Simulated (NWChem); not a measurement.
# C4H6F2 (SMILES C/C(F)=C(\C)F): levels of theory compared

Aim: a comparison of 3 runs (HF/STO-3G, HF/3-21G, B3LYP/6-31G*) of C4H6F2. 

Program for the calculation: NWChem 7.3.0.

## Step 1: The system as given

The species is C4H6F2 (12 atoms), meant as a singlet with charge 0. SMILES: `C/C(F)=C(\C)F`. The coordinates come from a PBE0-D4/def2-TZVP relaxation. This is a higher conformer, about 13 kJ/mol above the lowest found by a separate search.

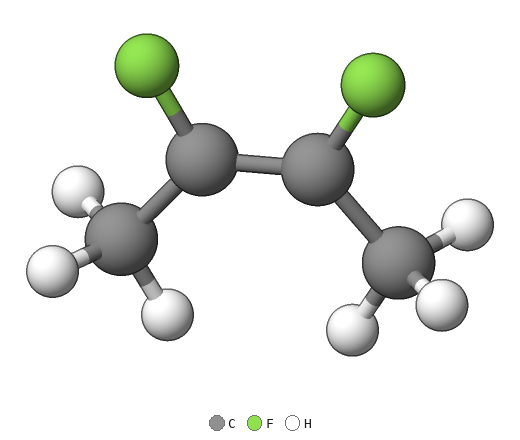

Viewed from a chosen angle; carbon grey, fluorine green, hydrogen white.

## Step 2: Energy and forces at HF/STO-3G (run 1)

Input file run.py:

```python
from ase import Atoms
from ase.calculators.nwchem import NWChem

system = Atoms(['C', 'C', 'F', 'C', 'C', 'F', 'H', 'H', 'H', 'H', 'H', 'H'], positions=[
    [-0.684600, 1.514700, -0.021800],
    [-0.423400, 0.327700, 0.820200],
    [-0.886600, 0.466500, 2.075800],
    [0.186800, -0.807100, 0.497700],
    [0.779700, -1.208500, -0.795900],
    [0.307700, -1.755800, 1.444100],
    [-0.307800, 1.383900, -1.034000],
    [-0.209500, 2.398500, 0.413800],
    [-1.759500, 1.710000, -0.074500],
    [0.295400, -2.116000, -1.167800],
    [1.843500, -1.429900, -0.670300],
    [0.676100, -0.429100, -1.547900],
])

calc = NWChem(
    label='job',
    theory='scf',
    memory='2200 mb',
    basis='STO-3G',
    basispar='spherical bse',
    scf={'nopen': '0', 'rhf': None, 'thresh': '1e-08', 'maxiter': '80'},
)
system.calc = calc

forces = system.get_forces()
e = system.get_potential_energy()
print(f"E = {e:.6f} eV")
print("forces (eV/A):")
for s, f in zip(system.symbols, forces):
    print(f"{s:2s} {f[0]:10.5f} {f[1]:10.5f} {f[2]:10.5f}")
print("dipole (e A):", system.get_dipole_moment().round(4))
```

Started as:

```bash
export ASE_NWCHEM_COMMAND="nwchem PREFIX.nwi > PREFIX.nwo"
python run.py
```

Standard output:

```text
E = -9500.997656 eV
forces (eV/A):
C    -0.30329    1.62180   -1.31507
C     0.66057   -1.52328    0.07065
F    -0.42048    0.06047    1.23038
C    -0.80357    1.19006    0.83957
C     0.80830   -0.43698   -1.90210
F     0.07960   -0.86857    0.96622
H    -0.09575    0.08063    0.19360
H    -0.12058   -0.17792   -0.14064
H     0.25161   -0.00859   -0.02257
H     0.13385    0.21124    0.04237
H    -0.23850    0.04613   -0.07847
H     0.04823   -0.19504    0.11596
dipole (e A): [ 0.0617  0.1462 -0.3973]
```

The calculator wrote job.nwi:

```
title "job"

permanent_dir job

scratch_dir job

start job

geometry units angstrom nocenter noautosym noautoz
  C  -6.8459999999999999e-01 1.5146999999999999e+00 -2.1800000000000000e-02
  C  -4.2340000000000000e-01 3.2769999999999999e-01 8.2020000000000004e-01
  F  -8.8660000000000005e-01 4.6650000000000003e-01 2.0758000000000001e+00
  C  1.8679999999999999e-01 -8.0710000000000004e-01 4.9769999999999998e-01
  C  7.7969999999999995e-01 -1.2084999999999999e+00 -7.9590000000000005e-01
  F  3.0769999999999997e-01 -1.7558000000000000e+00 1.4440999999999999e+00
  H  -3.0780000000000002e-01 1.3838999999999999e+00 -1.0340000000000000e+00
  H  -2.0949999999999999e-01 2.3984999999999999e+00 4.1380000000000000e-01
  H  -1.7595000000000001e+00 1.7100000000000000e+00 -7.4499999999999997e-02
  H  2.9540000000000000e-01 -2.1160000000000001e+00 -1.1677999999999999e+00
  H  1.8434999999999999e+00 -1.4298999999999999e+00 -6.7030000000000001e-01
  H  6.7610000000000003e-01 -4.2909999999999998e-01 -1.5479000000000001e+00
end

memory 2200 mb

basis spherical bse noprint
   * library STO-3G
end

scf
  nopen 0
  rhf
  thresh 1e-08
  maxiter 80
end

task scf gradient
```

job.nwo:

```text
Northwest Computational Chemistry Package (NWChem) 7.3.0
             --------------------------------------------------------

           Job information
           ---------------

    nwchem branch   = 7.3.0
    use scalapack   = T
    input           = job.nwi
    prefix          = job.
    data base       = job/job.db
    status          = startup
    nproc           =        1

           Memory information
           ------------------

[... 5 lines left out ...]
    hardfail = no
[... 139 lines left out ...]
         Quadratically convergent ROHF
[... 15 lines left out ...]
       Final RHF  results
[... 4 lines left out ...]
      Two-electron energy =    374.278055773178
[... 43 lines left out ...]
                       ROHF Final Molecular Orbital Analysis
[... 259 lines left out ...]
                 ----------------------------------------
                 |  Time  |  1-e(secs)   |  2-e(secs)   |
                 ----------------------------------------
                 |  CPU   |       0.00   |       0.20   |
                 ----------------------------------------
                 |  WALL  |       0.00   |       0.20   |
                 ----------------------------------------

 Task  times  cpu:        2.2s     wall:        2.2s
 Total times  cpu:        2.2s     wall:        2.2s
```

Wall time 3.3 s (1 thread of Intel Xeon 6975P-C (Granite Rapids), shared host); peak memory 0.096 GiB.

## Step 3: Energy and gradient at HF/3-21G (run 2)

Input file run.py:

```python
from ase import Atoms
from ase.calculators.nwchem import NWChem

atoms = Atoms(['C', 'C', 'F', 'C', 'C', 'F', 'H', 'H', 'H', 'H', 'H', 'H'], positions=[
    [-0.684600, 1.514700, -0.021800],
    [-0.423400, 0.327700, 0.820200],
    [-0.886600, 0.466500, 2.075800],
    [0.186800, -0.807100, 0.497700],
    [0.779700, -1.208500, -0.795900],
    [0.307700, -1.755800, 1.444100],
    [-0.307800, 1.383900, -1.034000],
    [-0.209500, 2.398500, 0.413800],
    [-1.759500, 1.710000, -0.074500],
    [0.295400, -2.116000, -1.167800],
    [1.843500, -1.429900, -0.670300],
    [0.676100, -0.429100, -1.547900],
])

calc = NWChem(
    label='c4h6f2',
    theory='scf',
    memory='2200 mb',
    basis='3-21G',
    basispar='spherical bse',
    scf={'nopen': '0', 'rhf': None, 'thresh': '1e-08', 'maxiter': '80'},
)
atoms.calc = calc

forces = atoms.get_forces()
print("Total energy (eV):", round(atoms.get_potential_energy(), 6))
print("forces (eV/A):")
for s, f in zip(atoms.symbols, forces):
    print(f"{s:2s} {f[0]:10.5f} {f[1]:10.5f} {f[2]:10.5f}")
print("dipole (e A):", atoms.get_dipole_moment().round(4))
```

Started as:

```bash
export ASE_NWCHEM_COMMAND="nwchem PREFIX.nwi > PREFIX.nwo"
python run.py
```

Standard output:

```text
Total energy (eV): -9575.192302
forces (eV/A):
C    -0.00175    0.43200   -0.59665
C     0.99065   -1.44974   -1.06752
F    -0.39446    0.11066    1.08007
C    -0.80769    1.88791   -0.12084
C     0.20805    0.04839   -0.70659
F     0.09996   -0.80877    0.81818
H    -0.14419    0.10290    0.31542
H    -0.15874   -0.27115   -0.10125
H     0.31835   -0.05734    0.04921
H     0.15103    0.25474    0.14054
H    -0.32571    0.04427   -0.01342
H     0.06438   -0.29383    0.20286
dipole (e A): [ 0.1099  0.2601 -0.7072]
```

The calculator wrote c4h6f2.nwi:

```
title "c4h6f2"

permanent_dir c4h6f2

scratch_dir c4h6f2

start c4h6f2

geometry units angstrom nocenter noautosym noautoz
  C  -6.8459999999999999e-01 1.5146999999999999e+00 -2.1800000000000000e-02
  C  -4.2340000000000000e-01 3.2769999999999999e-01 8.2020000000000004e-01
  F  -8.8660000000000005e-01 4.6650000000000003e-01 2.0758000000000001e+00
  C  1.8679999999999999e-01 -8.0710000000000004e-01 4.9769999999999998e-01
  C  7.7969999999999995e-01 -1.2084999999999999e+00 -7.9590000000000005e-01
  F  3.0769999999999997e-01 -1.7558000000000000e+00 1.4440999999999999e+00
  H  -3.0780000000000002e-01 1.3838999999999999e+00 -1.0340000000000000e+00
  H  -2.0949999999999999e-01 2.3984999999999999e+00 4.1380000000000000e-01
  H  -1.7595000000000001e+00 1.7100000000000000e+00 -7.4499999999999997e-02
  H  2.9540000000000000e-01 -2.1160000000000001e+00 -1.1677999999999999e+00
  H  1.8434999999999999e+00 -1.4298999999999999e+00 -6.7030000000000001e-01
  H  6.7610000000000003e-01 -4.2909999999999998e-01 -1.5479000000000001e+00
end

memory 2200 mb

basis spherical bse noprint
   * library 3-21G
end

scf
  nopen 0
  rhf
  thresh 1e-08
  maxiter 80
end

task scf gradient
```

c4h6f2.nwo:

```text
Northwest Computational Chemistry Package (NWChem) 7.3.0
             --------------------------------------------------------

           Job information
           ---------------

    nwchem branch   = 7.3.0
    use scalapack   = T
    input           = c4h6f2.nwi
    prefix          = c4h6f2.
    data base       = c4h6f2/c4h6f2.db
    status          = startup
    nproc           =        1

           Memory information
           ------------------

[... 5 lines left out ...]
    hardfail = no
[... 139 lines left out ...]
         Quadratically convergent ROHF
[... 15 lines left out ...]
       Final RHF  results
[... 4 lines left out ...]
      Two-electron energy =    371.690752338079
[... 43 lines left out ...]
                       ROHF Final Molecular Orbital Analysis
[... 253 lines left out ...]
                 ----------------------------------------
                 |  Time  |  1-e(secs)   |  2-e(secs)   |
                 ----------------------------------------
                 |  CPU   |       0.00   |       0.30   |
                 ----------------------------------------
                 |  WALL  |       0.00   |       0.30   |
                 ----------------------------------------

 Task  times  cpu:        2.8s     wall:        2.8s
 Total times  cpu:        2.8s     wall:        2.8s
```

Wall time 3.9 s (1 thread of Intel Xeon 6975P-C (Granite Rapids), shared host); peak memory 0.096 GiB.

## Step 4: Energy and forces at B3LYP/6-31G(d) (Cartesian functions) (run 3)

Input file mol.xyz:

```xyz
12

C     -0.684600     1.514700    -0.021800
C     -0.423400     0.327700     0.820200
F     -0.886600     0.466500     2.075800
C      0.186800    -0.807100     0.497700
C      0.779700    -1.208500    -0.795900
F      0.307700    -1.755800     1.444100
H     -0.307800     1.383900    -1.034000
H     -0.209500     2.398500     0.413800
H     -1.759500     1.710000    -0.074500
H      0.295400    -2.116000    -1.167800
H      1.843500    -1.429900    -0.670300
H      0.676100    -0.429100    -1.547900
```

Input file run.py:

```python
from ase.io import read
from ase.calculators.nwchem import NWChem

system = read('mol.xyz')

calc = NWChem(
    label='mol',
    theory='dft',
    memory='2200 mb',
    basis='6-31G*',
    dft={'xc': 'b3lyp', 'mult': '1', 'grid': 'fine', 'convergence': 'energy 1e-08', 'iterations': '100', 'mulliken': None, 'print': 'low'},
)
system.calc = calc

forces = system.get_forces()
e = system.get_potential_energy()
print(f"E = {e:.6f} eV")
print("forces (eV/A):")
for s, f in zip(system.symbols, forces):
    print(f"{s:2s} {f[0]:10.5f} {f[1]:10.5f} {f[2]:10.5f}")
```

Started as:

```bash
export ASE_NWCHEM_COMMAND="nwchem PREFIX.nwi > PREFIX.nwo"
python run.py
```

Standard output:

```text
E = -9678.786878 eV
forces (eV/A):
C    -0.02761    0.16064   -0.13226
C     0.02695    0.04499   -0.14496
F    -0.19129    0.04787    0.53325
C     0.01599    0.06145   -0.14167
C     0.08166   -0.04078   -0.19083
F     0.04566   -0.39369    0.40716
H     0.02329    0.03903   -0.12624
H     0.02720    0.12316    0.02576
H    -0.11436    0.06171   -0.01877
H    -0.02211   -0.10999   -0.06726
H     0.11899   -0.04623   -0.02242
H     0.01558    0.05178   -0.12177
```

The calculator wrote mol.nwi:

```
title "mol"

permanent_dir mol

scratch_dir mol

start mol

geometry units angstrom nocenter noautosym noautoz
  C  -6.8459999999999999e-01 1.5146999999999999e+00 -2.1800000000000000e-02
  C  -4.2340000000000000e-01 3.2769999999999999e-01 8.2020000000000004e-01
  F  -8.8660000000000005e-01 4.6650000000000003e-01 2.0758000000000001e+00
  C  1.8679999999999999e-01 -8.0710000000000004e-01 4.9769999999999998e-01
  C  7.7969999999999995e-01 -1.2084999999999999e+00 -7.9590000000000005e-01
  F  3.0769999999999997e-01 -1.7558000000000000e+00 1.4440999999999999e+00
  H  -3.0780000000000002e-01 1.3838999999999999e+00 -1.0340000000000000e+00
  H  -2.0949999999999999e-01 2.3984999999999999e+00 4.1380000000000000e-01
  H  -1.7595000000000001e+00 1.7100000000000000e+00 -7.4499999999999997e-02
  H  2.9540000000000000e-01 -2.1160000000000001e+00 -1.1677999999999999e+00
  H  1.8434999999999999e+00 -1.4298999999999999e+00 -6.7030000000000001e-01
  H  6.7610000000000003e-01 -4.2909999999999998e-01 -1.5479000000000001e+00
end

memory 2200 mb

basis noprint
   * library 6-31G*
end

dft
  xc b3lyp
  mult 1
  grid fine
  convergence energy 1e-08
  iterations 100
  mulliken
  print low
end

task dft gradient
```

mol.nwo:

```text
Northwest Computational Chemistry Package (NWChem) 7.3.0
             --------------------------------------------------------

           Job information
           ---------------

    nwchem branch   = 7.3.0
    use scalapack   = T
    input           = mol.nwi
    prefix          = mol.
    data base       = mol/mol.db
    status          = startup
    nproc           =        1

           Memory information
           ------------------

[... 5 lines left out ...]
    hardfail = no
[... 38 lines left out ...]
            Nuclear Dipole moment (a.u.)
[... 95 lines left out ...]
         Total DFT energy =     -355.688860145028
[... 1 line left out ...]
           Coulomb energy =      416.316180573129
[... 1 line left out ...]
 Nuclear repulsion energy =      242.784282175911
[... 29 lines left out ...]
                         DFT ENERGY GRADIENTS

    atom               coordinates                        gradient
                 x          y          z           x          y          z
   1 C      -1.293706   2.862368  -0.041196    0.000537  -0.003124   0.002572
   2 C      -0.800110   0.619263   1.549953   -0.000524  -0.000875   0.002819
   3 F      -1.675431   0.881557   3.922693    0.003720  -0.000931  -0.010370
[... 8 lines of this table left out ...]
  12 H       1.277644  -0.810881  -2.925107   -0.000303  -0.001007   0.002368

 Task  times  cpu:       21.1s     wall:       21.1s
 Total times  cpu:       21.1s     wall:       21.1s
```

It took 22 s on 1 thread of Intel Xeon 6975P-C (Granite Rapids), shared host; peak memory 0.13 GiB.

## Step 5: The series

```tsv
run	level	Cartesian functions	iteration cap	energy (Eh)	dipole moment (D)	HOMO energy (eV)	LUMO energy (eV)	wall time
1	HF/STO-3G	no	80	-349.155227	2.05	-7.07	8.55	3.3 s
2	HF/3-21G	no	80	-351.881830	3.66	-9.46	5.09	3.9 s
3	B3LYP/6-31G* (Cartesian functions)	yes	100	-355.688860	–	–	–	22 s
```

## Step 6: Summary of results

| quantity | value |
| --- | --- |
| run 3: total energy | -355.68886 Eh |
| run 3: largest force on an atom | 0.569 eV/Å |

In words: In run 1 the basis is minimal, so the values are rough. All runs together took 29 s, the longest 22 s.
